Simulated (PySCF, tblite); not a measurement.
# 3-cyclopenten-1-one (C₅H₆O): isotopologues and vibrational averages

Aim: rotational constants, zero-point energies and shieldings of isotopologues of 3-cyclopenten-1-one (C₅H₆O) (`O=C1CC=CC1`).

Programs: PySCF 2.14.0 with density-fitted response routines of our own, and tblite 0.8.0. All values are computed, except where a source is named. Atoms count from 0 throughout.

## 1. The starting structure

12 atoms, charge 0, multiplicity 1; geometry from: force field or distance geometry start.

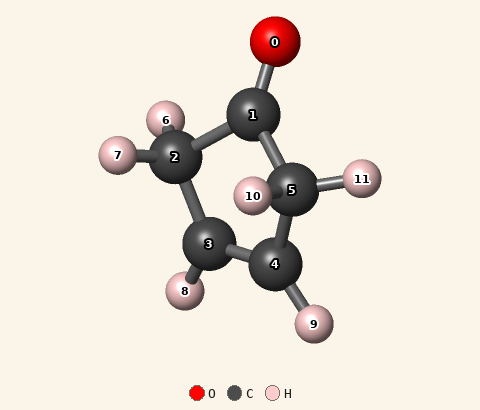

The starting geometry (oxygen red, carbon dark grey, hydrogen pink), atoms numbered.

## 2. GFN2-xTB relaxation, lowest of a short conformer search

What the job is given:

```
{"job": {"xc": "GFN2-xTB", "basis": "xTB", "kind": "relax"}, "charge": 0, "multiplicity": 1}
O     -1.028900     2.113200    -0.021000
C     -0.511900     1.068000    -0.185000
C      0.996700     0.738800     0.153800
C      0.876100    -0.639800     0.601600
C     -0.255700    -1.225500     0.233700
C     -1.060900    -0.256200    -0.620800
H      1.318400     1.427700     0.939600
H      1.587800     0.860000    -0.762400
H      1.648100    -1.191300     1.258000
H     -0.633600    -2.247200     0.403800
H     -0.787000    -0.338200    -1.685800
H     -2.144400    -0.312300    -0.419600
```

Started as:

```
> OMP_NUM_THREADS=1 python ens_run.py task.json out
```

This one command runs the whole study; its stages follow in the order run.

Output:

```text
step      E/eV     max force
  0    -483.90189    3.254
  1    -484.06859    2.232
  2    -484.12338    1.060
  3    -484.14984    0.443
  4    -484.16751    0.362
  5    -484.17748    0.321
  6    -484.18406    0.224
  7    -484.19188    0.218
  8    -484.19681    0.197
  9    -484.20002    0.150
 10    -484.20303    0.173
 11    -484.20743    0.237
 12    -484.21328    0.317
 13    -484.22062    0.332
 14    -484.22935    0.277
 15    -484.23988    0.266
 16    -484.25251    0.273
 17    -484.26355    0.217
 18    -484.26987    0.234
 19    -484.27588    0.224
 20    -484.28095    0.540
 21    -484.28710    0.252
 22    -484.29226    0.259
 23    -484.29744    0.297
 24    -484.30263    0.278
 25    -484.30863    0.207
 26    -484.31300    0.145
 27    -484.31553    0.110
 28    -484.31725    0.264
 29    -484.31856    0.117
 30    -484.32006    0.093
 31    -484.32155    0.086
 32    -484.32226    0.091
 33    -484.32352    0.071
 34    -484.32411    0.057
 35    -484.32447    0.043
 36    -484.32472    0.046
 37    -484.32499    0.046
 38    -484.32522    0.050
 39    -484.32544    0.046
 40    -484.32569    0.034
 41    -484.32592    0.033
 42    -484.32606    0.022
 43    -484.32612    0.019
 44    -484.32616    0.015
 45    -484.32620    0.019
 46    -484.32624    0.016
 47    -484.32626    0.013
 48    -484.32627    0.010
 49    -484.32628    0.007
 50    -484.32628    0.004
```

Run time: 0.17 s. Hardware: 1 thread of Arm Neoverse V2, shared host.

Gain 0.424 eV; displacement 0.39 Å root mean square.

## 3. Tight optimisation and Hessian

What the job is given:

```
{"job": {"xc": "B3LYP", "basis": "pcSseg-1", "grid": 2, "temperatures": [100, 200], "kind": "geom"}, "charge": 0, "multiplicity": 1}
O     -0.767158     2.133964    -0.747048
C     -0.380579     1.059074    -0.375300
C      0.943871     0.771065     0.307996
C      0.912584    -0.703916     0.549710
C     -0.206517    -1.257925     0.111445
C     -1.128927    -0.255170    -0.503581
H      1.027003     1.349848     1.231176
H      1.774332     1.076879    -0.332986
H      1.730302    -1.214274     1.027892
H     -0.464738    -2.300876     0.168779
H     -1.344673    -0.467485    -1.553477
H     -2.090707    -0.193928     0.011285
```

Output:

```text
step   0  E = -7328.5210425 eV  max force = 0.40218
step   1  E = -7328.5541398 eV  max force = 0.10928
step   2  E = -7328.5546042 eV  max force = 0.00506
step   3  E = -7328.5546059 eV  max force = 0.00080
step   4  E = -7328.5546059 eV  max force = 0.00080
step   5  E = -7328.5546060 eV  max force = 0.00008
harmonic wavenumbers (cm-1): 95.5 383.0 463.2 468.0 618.2 685.0 768.8 774.7 820.0 957.8 974.0 991.1 1001.1 1125.1 1130.6 1131.4 1184.5 1278.9 1286.9 1378.6 1429.3 1434.3 1670.8 1829.2 3013.9 3016.7 3043.2 3044.5 3173.4 3194.8
```

It took 11 min on 1 thread of Arm Neoverse V2, shared host; peak memory 0.64 GiB.

## 4. Displacements along the modes, parent

What the job is given:

```
{"job": {"xc": "B3LYP", "basis": "pcSseg-1", "grid": 2, "temperatures": [100, 200], "kind": "vib", "mass_numbers": [16, 12, 12, 12, 12, 12, 1, 1, 1, 1, 1, 1]}, "charge": 0, "multiplicity": 1}
O     -0.770019     2.141388    -0.749236
C     -0.382198     1.063340    -0.376422
C      0.960457     0.778273     0.314243
C      0.919744    -0.707028     0.553290
C     -0.209287    -1.265919     0.111448
C     -1.144807    -0.263909    -0.509547
H      1.041392     1.374532     1.233979
H      1.788860     1.101992    -0.331491
H      1.728725    -1.250183     1.034055
H     -0.442000    -2.324746     0.184526
H     -1.369348    -0.461404    -1.567190
H     -2.116725    -0.189080    -0.001766
```

Output:

```text
mode    cm-1    km/mol   phi_rrr   E(+)/cm-1  E(-)/cm-1
  1     95.45     8.23      -1.4      20.57      20.87
  2    383.01     0.00      -0.6      69.77      69.93
  3    463.20     0.15       0.3      84.64      84.61
  4    468.00     6.18       0.4      84.37      84.28
  5    618.23     2.91      26.0     112.22     110.35
  6    685.02    61.85       0.2     125.98     126.03
  7    768.76     4.07     145.3     143.73     133.28
  8    774.74    11.07       0.5     139.51     139.46
  9    820.02     0.00       1.2     148.29     148.06
 10    957.78    17.93       0.4     172.58     172.56
 11    974.03     0.57    -139.6     170.45     180.50
 12    991.10     0.00       0.8     179.72     179.73
 13   1001.13     2.39      -0.0     180.37     180.31
 14   1125.14     0.00      -0.2     202.81     202.83
 15   1130.64    55.94       0.7     203.56     203.55
 16   1131.42     1.02      48.7     206.26     202.77
 17   1184.53     3.42      -0.5     213.41     213.40
 18   1278.85    23.39       1.7     230.48     230.43
 19   1286.94     1.95       6.6     232.13     231.66
 20   1378.64     0.12       0.2     248.49     248.51
 21   1429.31    25.28      -4.8     257.17     257.51
 22   1434.26     0.10      40.8     259.70     256.75
 23   1670.77     0.52     398.4     315.66     287.00
 24   1829.17   231.16    -562.7     309.95     350.41
 25   3013.94     8.96     -36.8     542.52     545.17
 26   3016.75     9.47    -939.9     510.53     578.15
 27   3043.22    10.12       2.2     549.39     549.22
 28   3044.46     0.03      14.0     550.04     548.98
 29   3173.41     1.97      -2.4     573.94     574.11
 30   3194.78    11.65   -1371.6     528.57     627.16
```

Wall time 12 min (1 thread of Arm Neoverse V2, shared host); peak memory 0.65 GiB.

## 5. Displacements along the modes, 2H at atom 8

Changed since step 4:

```diff
@@ -1,2 +1,2 @@
-{"job": {"xc": "B3LYP", "basis": "pcSseg-1", "grid": 2, "temperatures": [100, 200], "kind": "vib", "mass_numbers": [16, 12, 12, 12, 12, 12, 1, 1, 1, 1, 1, 1]}, "charge": 0, "multiplicity": 1}
+{"job": {"xc": "B3LYP", "basis": "pcSseg-1", "grid": 2, "temperatures": [100, 200], "kind": "vib", "mass_numbers": [16, 12, 12, 12, 12, 12, 1, 1, 2, 1, 1, 1]}, "charge": 0, "multiplicity": 1}
 O     -0.770019     2.141388    -0.749236
```

Output:

```text
mode    cm-1    km/mol   phi_rrr   E(+)/cm-1  E(-)/cm-1
  1     93.96     8.17       1.3      20.40      20.14
  2    368.81     0.42       0.7      67.31      67.14
  3    461.05     0.65      -0.5      84.24      84.31
  4    463.91     5.69      -0.2      83.55      83.63
  5    589.69    42.67      -0.5     107.83     107.80
  6    615.80     2.85     -25.6     109.92     111.77
  7    745.77     9.94     -61.8     132.19     136.64
  8    765.31     7.45     -72.7     135.20     140.44
  9    814.65     1.88      -1.1     147.08     147.31
 10    840.56     5.03      -6.4     151.25     151.71
 11    904.28     5.61       0.5     163.78     163.75
 12    967.44     1.96     140.4     179.35     169.25
 13   1000.08     1.95      -0.2     180.23     180.28
 14   1016.10     6.15      36.7     184.47     181.82
 15   1124.78     0.01      -0.0     202.76     202.76
 16   1130.10    55.39     -10.4     203.10     203.82
 17   1182.70     2.55       0.5     213.07     213.08
 18   1265.20    20.44      40.5     229.70     226.73
 19   1283.03     7.49     -10.4     231.07     231.84
 20   1329.82     0.46      -3.4     239.57     239.83
 21   1428.90    25.65      -6.2     257.05     257.48
 22   1434.23     0.14     -40.9     256.74     259.70
 23   1650.70     1.05    -378.1     284.08     311.28
 24   1829.04   231.40     563.0     350.39     309.92
 25   2359.36     2.70    1196.2     470.55     384.63
 26   3013.95     9.02     -74.4     541.18     546.52
 27   3016.82     9.14    -941.1     510.50     578.20
 28   3043.22    10.10       2.3     549.39     549.21
 29   3044.46     0.03      14.1     550.04     548.98
 30   3184.27     6.94    1960.7     649.13     508.43
```

Run time: 12 min. Hardware: 1 thread of Arm Neoverse V2, shared host; peak memory 0.65 GiB.

## 6. Vibrational averages by isotopologue

What the job is given:

```
{"job": {"xc": "B3LYP", "basis": "pcSseg-1", "grid": 2, "temperatures": [100, 200], "kind": "iso"}, "charge": 0, "multiplicity": 1}
O     -0.770019     2.141388    -0.749236
C     -0.382198     1.063340    -0.376422
C      0.960457     0.778273     0.314243
C      0.919744    -0.707028     0.553290
C     -0.209287    -1.265919     0.111448
C     -1.144807    -0.263909    -0.509547
H      1.041392     1.374532     1.233979
H      1.788860     1.101992    -0.331491
H      1.728725    -1.250183     1.034055
H     -0.442000    -2.324746     0.184526
H     -1.369348    -0.461404    -1.567190
H     -2.116725    -0.189080    -0.001766
```

Output:

```text
parent
  Be/MHz 7393.178 3605.001 2497.788
  B0/MHz 7339.282 3579.802 2481.656
  ZPE/cm-1 21183.4
  <sigma>(0 K)/ppm -346.904 -43.225 129.473 37.302 37.311 129.463 28.092 28.092 24.875 24.875 28.094 28.095
2H at atom 8
  Be/MHz 7232.751 3463.407 2411.412
  B0/MHz 7179.495 3439.848 2396.118
  ZPE/cm-1 20484.0
  <sigma>(0 K)/ppm -346.940 -43.242 129.603 37.662 37.492 129.488 28.096 28.096 24.962 24.876 28.094 28.095
```

Wall time 35 min (1 thread of Arm Neoverse V2, shared host); peak memory 0.65 GiB. This counts the whole study up to here.

Rotational constants (MHz) at equilibrium and in the ground state:

```csv
isotopologue,Be,B0,zero-point change (cm⁻¹)
parent,"7393.2, 3605.0, 2497.8","7339.3, 3579.8, 2481.7",0.0
2H at atom 8,"7232.8, 3463.4, 2411.4","7179.5, 3439.8, 2396.1",-699.3
```

Shieldings of the first species (ppm): at equilibrium, the vibrational parts at 0 K, and the averages:

```csv
atom,equilibrium,anharmonic,harmonic,0 K,100 K,200 K
O0,-341.11,0.54,-6.34,-346.90,-347.32,-348.19
C1,-41.77,0.04,-1.49,-43.22,-43.17,-43.06
C2,133.95,-0.82,-3.66,129.47,129.45,129.39
C3,41.09,-0.87,-2.92,37.30,37.31,37.32
C4,41.08,-0.86,-2.91,37.31,37.32,37.33
C5,133.96,-0.85,-3.65,129.46,129.45,129.38
H6,28.76,-0.07,-0.60,28.09,28.09,28.09
H7,28.76,-0.07,-0.60,28.09,28.09,28.09
H8,25.33,-0.08,-0.38,24.87,24.87,24.87
H9,25.33,-0.08,-0.38,24.87,24.87,24.87
H10,28.76,-0.07,-0.60,28.09,28.09,28.09
H11,28.76,-0.07,-0.60,28.09,28.09,28.09
```

Isotope effects on the shieldings at 0 K (ppb; positive means more shielded):

```csv
atom,2H at atom 8
O0,-37
C1,-18
C2,130
C3,360
C4,181
C5,25
H6,4
H7,4
H8,87
H9,2
H10,1
H11,1
```

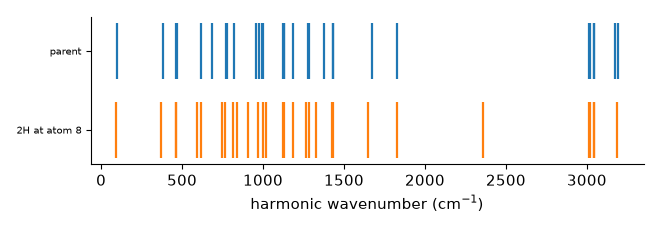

Harmonic wavenumbers of each isotopologue.

## 7. What came out

| quantity | value |
| --- | --- |
| point group | C2v |
| B0 of the first species | 7339.3, 3579.8, 2481.7 MHz |
| zero-point energy | 21183 cm⁻¹ |
| zero-point change of σ(O0) | -5.80 ppm |

In words: Zero-point motion changes the shielding of O0 most, by -5.80 ppm. The largest secondary isotope effect is 360 ppb on C3, 1 bond from the change (2H at atom 8). The job flags a low mode; perturbation theory is less sure for low modes.
